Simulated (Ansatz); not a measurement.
# Geometry relaxation of C2H6GaO (part 1 of 2)

C2H6GaO, multiplicity 2, computed with UKS PBE0-D4/def2-TZVP (Ansatz 0.2.0).

The geometry: GFN2-xTB start. Figures and captions count atoms from 1; the log counts them from 0 in places.

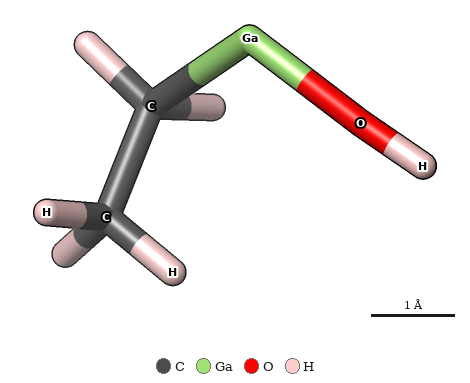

The structure as given in the input (stick view, seen at a tilt). Sticks mark near contacts.

### Results in brief

- outcome: converged
- total energy: −56586.9815 eV
- mean-field energy: −56586.8332 eV
- dispersion energy: −0.1483 eV
- ⟨S²⟩: 0.754
- SCF solution under orbital rotations: stable
- largest force (length of the vector) at the end: 0.004 eV/Å
- dipole moment: 1.06 D
- hardware: 4 threads of Arm Neoverse V2, 23 GiB of memory available, shared host
- wall time: 1.8 min (CPU time 6.9 min)
- peak memory: 0.56 GiB

### Input
```yaml
crystal:
  periodic: [false, false, false]
  atoms:
    - {symbol: C, position_ang: [-1.244310, 0.380940, -0.000970]}
    - {symbol: C, position_ang: [-0.329920, -0.448370, 0.855030]}
    - {symbol: Ga, position_ang: [1.403630, -1.272160, -0.471000]}
    - {symbol: O, position_ang: [2.337600, 0.035570, -1.121380]}
    - {symbol: H, position_ang: [-1.732580, -0.228250, -0.761520]}
    - {symbol: H, position_ang: [-2.024150, 0.846740, 0.609380]}
    - {symbol: H, position_ang: [-0.687850, 1.175390, -0.498170]}
    - {symbol: H, position_ang: [-0.808130, -1.325110, 1.284620]}
    - {symbol: H, position_ang: [0.193240, 0.129760, 1.613060]}
    - {symbol: H, position_ang: [2.892470, 0.705500, -1.509070]}
basis:
  gaussian: {orbitals: def2-TZVP}
magnetization: {spin_polarized: true, initial_magnetization: 1}
hamiltonian: {xc: pbe0, dispersion: d4}
relax: {f_tol: 0.005, max_steps: 150}
```

Command:
```bash
ansatz run in.yaml --threads 4 --pin off --events-out ev --progress --plain --max-ram 10444MiB
```

### What the program printed
```
Functional definition: PBE0
  name "PBE0"
  cite "Adamo & Barone, J. Chem. Phys. 110, 6158 (1999) doi:10.1063/1.478522"
  cite "Perdew, Burke & Ernzerhof, Phys. Rev. Lett. 77, 3865 (1996) doi:10.1103/PhysRevLett.77.3865"
  parent pbe
  parameter a = 0.25
  parameter kappa = 0.804
  parameter beta = 0.06672455060314922
  exchange = (1 - a)*pbe_x(kappa = kappa, mu = beta*pi^2/3) + a*exact_x
  correlation = pbe_c(beta = beta)
1188 factors; their error is unknown
mean field evaluation 1: about -56570.4224 eV, gradient 6.1e1 eV
mean field evaluation 2: about -56522.3661 eV, gradient 1.2e2 eV
mean field evaluation 4: about -56585.4440 eV, gradient 1.2e1 eV
mean field evaluation 8: about -56586.0779 eV, gradient 1.5e-1 eV
mean field evaluation 16: about -56586.2610 eV, gradient 3.5e-3 eV
mean field -56586.26095397 eV, -2079.5067345132 hartree, gradient 4.1e-5 eV, S^2 0.764241; 0 other end points of the search recorded, 0 dependent functions left out
the calculation of the forces begins
reference -56586.26098603 eV, -2079.5067356915 hartree; 29, 28 occupied and 148, 149 virtual orbitals, 1188 factors
relax step   1: F+E_penalty+E_count = -56586.40867591 eV  Δ(F+E_penalty+E_count) = +0.000e0 eV  max|allowed force component| = 1.233e0 eV/Å  Δτ_max = 0.0000 Å  (34 SCF iters, accepted)
these checks for a lower state are left out or cut short: starts, cluster_reference, orbital_swaps, neighbouring_geometries, increment
1188 factors; their error is unknown
mean field -56586.44147644 eV, -2079.5133685915 hartree, gradient 5.1e-5 eV, S^2 0.758761; 0 other end points of the search recorded, 0 dependent functions left out
[... from here on the field's lines of each further geometry are left out, up to the last ...]
relax step   2: F+E_penalty+E_count = -56586.58847284 eV  Δ(F+E_penalty+E_count) = -1.798e-1 eV  max|allowed force component| = 7.854e-1 eV/Å  Δτ_max = 0.1601 Å  (36 SCF iters, accepted)
relax step   3: F+E_penalty+E_count = -56586.62882244 eV  Δ(F+E_penalty+E_count) = -4.035e-2 eV  max|allowed force component| = 4.418e-1 eV/Å  Δτ_max = 0.0843 Å  (35 SCF iters, accepted)
relax step   4: F+E_penalty+E_count = -56586.64972381 eV  Δ(F+E_penalty+E_count) = -2.090e-2 eV  max|allowed force component| = 2.579e-1 eV/Å  Δτ_max = 0.0456 Å  (37 SCF iters, accepted)
relax step   5: F+E_penalty+E_count = -56586.70442009 eV  Δ(F+E_penalty+E_count) = -5.470e-2 eV  max|allowed force component| = 8.061e-1 eV/Å  Δτ_max = 0.1413 Å  (34 SCF iters, accepted)
relax step   6: F+E_penalty+E_count = -56586.68806021 eV  Δ(F+E_penalty+E_count) = +1.636e-2 eV  max|allowed force component| = 2.322e0 eV/Å  Δτ_max = 0.1948 Å  (39 SCF iters, rejected (line search))
relax step   7: F+E_penalty+E_count = -56586.78199886 eV  Δ(F+E_penalty+E_count) = -7.758e-2 eV  max|allowed force component| = 1.015e0 eV/Å  Δτ_max = 0.0948 Å  (35 SCF iters, accepted)
relax step   8: F+E_penalty+E_count = -56586.89326018 eV  Δ(F+E_penalty+E_count) = -1.113e-1 eV  max|allowed force component| = 6.040e-1 eV/Å  Δτ_max = 0.1000 Å  (35 SCF iters, accepted)
relax step   9: F+E_penalty+E_count = -56586.92968604 eV  Δ(F+E_penalty+E_count) = -3.643e-2 eV  max|allowed force component| = 5.521e-1 eV/Å  Δτ_max = 0.1499 Å  (34 SCF iters, accepted)
relax step  10: F+E_penalty+E_count = -56586.91944846 eV  Δ(F+E_penalty+E_count) = +1.024e-2 eV  max|allowed force component| = 1.658e0 eV/Å  Δτ_max = 0.1401 Å  (36 SCF iters, rejected (line search))
relax step  11: F+E_penalty+E_count = -56586.96428006 eV  Δ(F+E_penalty+E_count) = -3.459e-2 eV  max|allowed force component| = 3.145e-1 eV/Å  Δτ_max = 0.0700 Å  (35 SCF iters, accepted)
relax step  12: F+E_penalty+E_count = -56586.97528926 eV  Δ(F+E_penalty+E_count) = -1.101e-2 eV  max|allowed force component| = 2.257e-1 eV/Å  Δτ_max = 0.0617 Å  (35 SCF iters, accepted)
relax step  13: F+E_penalty+E_count = -56586.97932577 eV  Δ(F+E_penalty+E_count) = -4.037e-3 eV  max|allowed force component| = 4.283e-2 eV/Å  Δτ_max = 0.0607 Å  (35 SCF iters, accepted)
relax step  14: F+E_penalty+E_count = -56586.97999841 eV  Δ(F+E_penalty+E_count) = -6.726e-4 eV  max|allowed force component| = 1.471e-2 eV/Å  Δτ_max = 0.0234 Å  (36 SCF iters, accepted)
relax step  15: F+E_penalty+E_count = -56586.98051610 eV  Δ(F+E_penalty+E_count) = -5.177e-4 eV  max|allowed force component| = 4.438e-2 eV/Å  Δτ_max = 0.0486 Å  (36 SCF iters, accepted)
relax step  16: F+E_penalty+E_count = -56586.98078147 eV  Δ(F+E_penalty+E_count) = -2.654e-4 eV  max|allowed force component| = 4.223e-2 eV/Å  Δτ_max = 0.0324 Å  (36 SCF iters, accepted)
relax step  17: F+E_penalty+E_count = -56586.98099814 eV  Δ(F+E_penalty+E_count) = -2.167e-4 eV  max|allowed force component| = 3.020e-2 eV/Å  Δτ_max = 0.0262 Å  (37 SCF iters, accepted)
relax step  18: F+E_penalty+E_count = -56586.98110595 eV  Δ(F+E_penalty+E_count) = -1.078e-4 eV  max|allowed force component| = 4.330e-2 eV/Å  Δτ_max = 0.0270 Å  (37 SCF iters, accepted)
relax step  19: F+E_penalty+E_count = -56586.98120984 eV  Δ(F+E_penalty+E_count) = -1.039e-4 eV  max|allowed force component| = 2.973e-2 eV/Å  Δτ_max = 0.0138 Å  (35 SCF iters, accepted)
relax step  20: F+E_penalty+E_count = -56586.98130409 eV  Δ(F+E_penalty+E_count) = -9.425e-5 eV  max|allowed force component| = 2.132e-2 eV/Å  Δτ_max = 0.0186 Å  (36 SCF iters, accepted)
relax step  21: F+E_penalty+E_count = -56586.98137086 eV  Δ(F+E_penalty+E_count) = -6.678e-5 eV  max|allowed force component| = 1.566e-2 eV/Å  Δτ_max = 0.0185 Å  (37 SCF iters, accepted)
relax step  22: F+E_penalty+E_count = -56586.98137501 eV  Δ(F+E_penalty+E_count) = -4.144e-6 eV  max|allowed force component| = 3.684e-2 eV/Å  Δτ_max = 0.0440 Å  (36 SCF iters, accepted)
relax step  23: F+E_penalty+E_count = -56586.98142480 eV  Δ(F+E_penalty+E_count) = -4.980e-5 eV  max|allowed force component| = 8.035e-3 eV/Å  Δτ_max = 0.0208 Å  (37 SCF iters, accepted)
relax step  24: F+E_penalty+E_count = -56586.98144711 eV  Δ(F+E_penalty+E_count) = -2.231e-5 eV  max|allowed force component| = 3.424e-3 eV/Å  Δτ_max = 0.0149 Å  (36 SCF iters, accepted)
relax step  25: F+E_penalty+E_count = -56586.98140870 eV  Δ(F+E_penalty+E_count) = +3.841e-5 eV  max|allowed force component| = 2.610e-2 eV/Å  Δτ_max = 0.0417 Å  (36 SCF iters, rejected (line search))
relax step  26: F+E_penalty+E_count = -56586.98146201 eV  Δ(F+E_penalty+E_count) = -1.490e-5 eV  max|allowed force component| = 3.588e-3 eV/Å  Δτ_max = 0.0167 Å  (37 SCF iters, accepted)
relax step  27: F+E_penalty+E_count = -56586.98146502 eV  Δ(F+E_penalty+E_count) = -3.009e-6 eV  max|allowed force component| = 6.500e-3 eV/Å  Δτ_max = 0.0082 Å  (35 SCF iters, accepted)
relax step  28: F+E_penalty+E_count = -56586.98146757 eV  Δ(F+E_penalty+E_count) = -2.548e-6 eV  max|allowed force component| = 6.489e-3 eV/Å  Δτ_max = 0.0029 Å  (36 SCF iters, accepted)
relax step  29: F+E_penalty+E_count = -56586.98147170 eV  Δ(F+E_penalty+E_count) = -4.135e-6 eV  max|allowed force component| = 4.187e-3 eV/Å  Δτ_max = 0.0062 Å  (36 SCF iters, accepted)
the calculation of the forces begins
reference -56586.83320547 eV, -2079.5277643679 hartree; 29, 28 occupied and 148, 149 virtual orbitals, 1188 factors
relax step  30: F+E_penalty+E_count = -56586.98147237 eV  Δ(F+E_penalty+E_count) = -6.725e-7 eV  max|allowed force component| = 3.554e-3 eV/Å  Δτ_max = 0.0096 Å  (35 SCF iters, accepted)
```

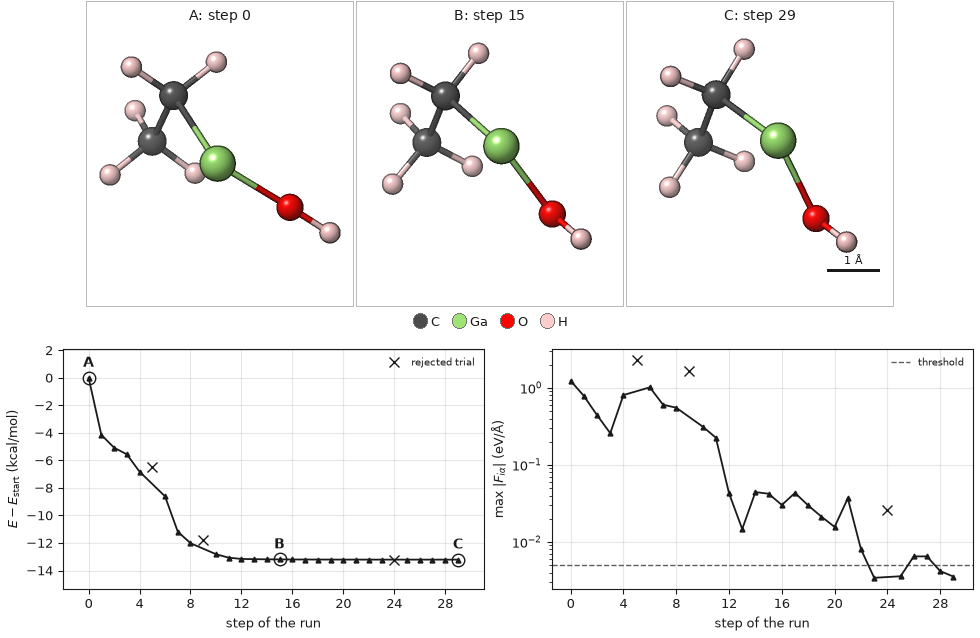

Frames of the relaxation (ball-and-stick view, seen at a tilt) above the curves, on which the letters mark them (the first geometry is step 0 here and step 1 in the log).

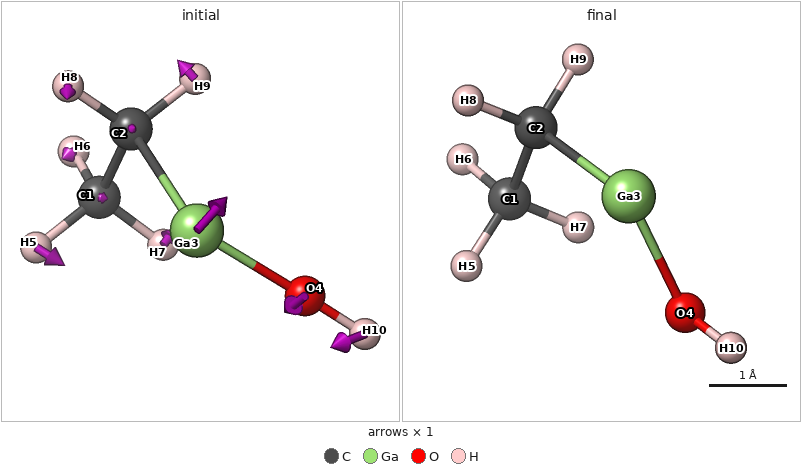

Before (left) and after (right) the relaxation, at one scale (ball-and-stick view, seen at a tilt). The pink arrows give the displacements, at true length. After 29 geometry steps the energy has fallen by 13.2 kcal/mol. The largest force component goes from 1.2 to 0.0036 eV/Å. The line search rejected the trial steps at points 5, 9, 24 (counted from 0) and went back. The largest move after the best rigid fit is that of Ga3, 0.68 Å. Largest moves by element: Ga 0.68 Å, H 0.64 Å, O 0.55 Å, C 0.13 Å. Among the contacts that change: C2–Ga3 2.333 → 2.019 Å, Ga3–O4 1.734 → 1.809 Å, C1–C2 1.502 → 1.521 Å, O4–H10 0.952 → 0.959 Å. Among the angles that change: Ga3–O4–H10 175.7° → 115.4°, H8–C2–H9 111.4° → 106.8°, C1–C2–Ga3 108.9° → 111.9°. (Atoms are counted from 1 in the order of the input.)

```
1188 factors; their error is unknown
mean field -56586.83317445 eV, -2079.5277632279 hartree, gradient 6.3e-5 eV, S^2 0.754337; 1 other end points of the search recorded, 0 dependent functions left out
the calculation of the forces begins
reference -56586.83320547 eV, -2079.5277643679 hartree; 29, 28 occupied and 148, 149 virtual orbitals, 1188 factors
Total energy: -56586.98150339 eV, -2079.5332142159 hartree
Atom 0 at    -1.116564     0.416785    -0.000964 Å, force    -0.000398     0.000721    -0.000412 eV/Å
Atom 1 at    -0.254800    -0.484350     0.869401 Å, force    -0.000725    -0.000441     0.000729 eV/Å
Atom 2 at     1.540286    -0.854925     0.021959 Å, force     0.001125     0.002516    -0.001849 eV/Å
Atom 3 at     1.889400     0.279830    -1.343376 Å, force     0.000750    -0.002144     0.003554 eV/Å
Atom 4 at    -1.354911    -0.051139    -0.958594 Å, force     0.000013    -0.000042     0.000383 eV/Å
Atom 5 at    -2.065260     0.649340     0.495099 Å, force     0.000298     0.000167    -0.000188 eV/Å
Atom 6 at    -0.617294     1.361170    -0.225146 Å, force    -0.000346    -0.000270    -0.000157 eV/Å
Atom 7 at    -0.729286    -1.446671     1.075488 Å, force    -0.000060    -0.000057    -0.000219 eV/Å
Atom 8 at    -0.029975    -0.027462     1.838534 Å, force     0.000182    -0.000464    -0.000408 eV/Å
Atom 9 at     2.738404     0.157434    -1.772421 Å, force    -0.000839     0.000014    -0.001432 eV/Å
Dipole moment:     0.043901    -0.165524     0.140237 e Å
```

### Trajectory as extended XYZ (Å, eV, eV/Å), 21 of the 30 frames kept, from step=1 to step=30
```
10
Properties=species:S:1:pos:R:3:forces:R:3 step=1 energy=-56586.40868
C    -1.2443    0.3809   -0.0010    0.2539  -0.0931  -0.0780
C    -0.3299   -0.4484    0.8550    0.4391  -0.3082  -0.4297
Ga    1.4036   -1.2722   -0.4710   -1.2327  -0.4983   0.9500
O     2.3376    0.0356   -1.1214    0.5008   0.9870  -0.3458
H    -1.7326   -0.2283   -0.7615   -0.1000   0.0409  -0.0874
H    -2.0242    0.8467    0.6094   -0.0865   0.0465   0.0086
H    -0.6878    1.1754   -0.4982   -0.0744   0.1151  -0.0886
H    -0.8081   -1.3251    1.2846    0.1064  -0.1014   0.0265
H     0.1932    0.1298    1.6131    0.2036  -0.0401   0.0485
H     2.8925    0.7055   -1.5091   -0.0101  -0.1484  -0.0042
10
Properties=species:S:1:pos:R:3:forces:R:3 step=2 energy=-56586.58847
C    -1.2000    0.3806   -0.0323   -0.0812   0.0742   0.1201
C    -0.2963   -0.4672    0.8242    0.7854  -0.4559  -0.4746
Ga    1.2998   -1.2580   -0.3500   -0.5444  -0.2480   0.3600
O     2.2183    0.0623   -1.0475    0.1801   0.6269  -0.1440
H    -1.7218   -0.2128   -0.7864   -0.0056   0.0061  -0.0119
H    -1.9664    0.8663    0.5836   -0.0366   0.0191  -0.0350
H    -0.6480    1.1700   -0.5463    0.0132  -0.0085  -0.0113
H    -0.7576   -1.3478    1.2670   -0.1244   0.1473   0.1445
H     0.3068    0.0855    1.5498   -0.2255   0.0223   0.0869
H     2.7652    0.7212   -1.4620    0.0390  -0.1835  -0.0345
10
Properties=species:S:1:pos:R:3:forces:R:3 step=4 energy=-56586.64972
C    -1.1673    0.3738   -0.0355   -0.1058   0.0885  -0.0498
C    -0.2633   -0.5001    0.8072    0.0813  -0.0381   0.0873
Ga    1.2801   -1.2374   -0.3021    0.1244  -0.0752  -0.0870
O     2.1793    0.0934   -1.0537   -0.1969   0.2579   0.1358
H    -1.6842   -0.2002   -0.8093    0.0093   0.0059  -0.0011
H    -1.9422    0.8511    0.5766    0.0281  -0.0231  -0.0014
H    -0.6081    1.1693   -0.5330    0.0076  -0.0114   0.0001
H    -0.7864   -1.3339    1.2762   -0.0074   0.0072   0.0028
H     0.2590    0.0688    1.5843   -0.0467  -0.0124  -0.0062
H     2.7331    0.7154   -1.5108    0.1060  -0.1993  -0.0804
10
Properties=species:S:1:pos:R:3:forces:R:3 step=5 energy=-56586.70442
C    -1.1680    0.3814   -0.0277    0.3077  -0.2073  -0.0782
C    -0.2580   -0.5106    0.8196   -0.2370   0.2400  -0.0048
Ga    1.3377   -1.2091   -0.2652   -0.0100  -0.0382   0.0420
O     2.1497    0.1539   -1.0667    0.1035   0.8061  -0.1935
H    -1.6468   -0.1771   -0.8376   -0.0031   0.0062   0.0477
H    -1.9628    0.8236    0.5790   -0.0181   0.0199   0.0362
H    -0.5956    1.1896   -0.4884   -0.0539   0.0360   0.0278
H    -0.8029   -1.3478    1.2570    0.0515  -0.1079  -0.0644
H     0.1740    0.0599    1.6510    0.1282  -0.0655  -0.1086
H     2.7727    0.6361   -1.6209   -0.2686  -0.6894   0.2959
```
